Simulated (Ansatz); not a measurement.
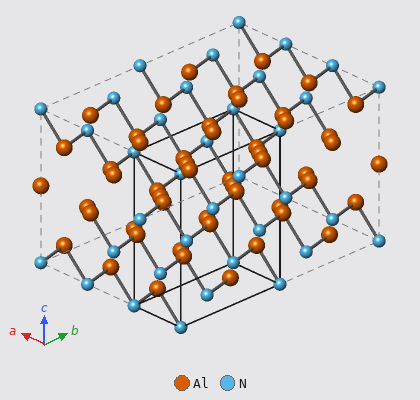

Al3N, space group Cmmm (No. 65), a = 2.802 Å, b = 5.781 Å, c = 7.200 Å, α = 90.00°, β = 90.00°, γ = 90.00°. Origin: coordinates from a relaxation with Ansatz 0.2.0, DFT PBE, scalar-relativistic, plane waves, PAW; the starting structure was generated, so it need not be a known form of this composition. Forms under 0.4 % of the area are left out.

What shape follows from the Bravais–Friedel–Donnay–Harker rule?

Answer. The forms computed, by share of the surface:

```
 form  faces  d (Å)  share of area (%)
{001}      2  7.200               57.5
{110}      4  2.521               24.9
{020}      2  2.890               17.7
```

The crystal is plate-like. Widths along a, b and c stand as 1.00 : 0.78 : 0.32.

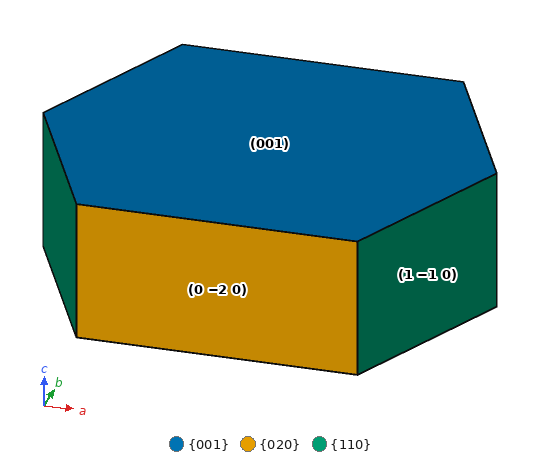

The computed shape, faces indexed. The rule is geometric and ignores bonding and growth conditions.
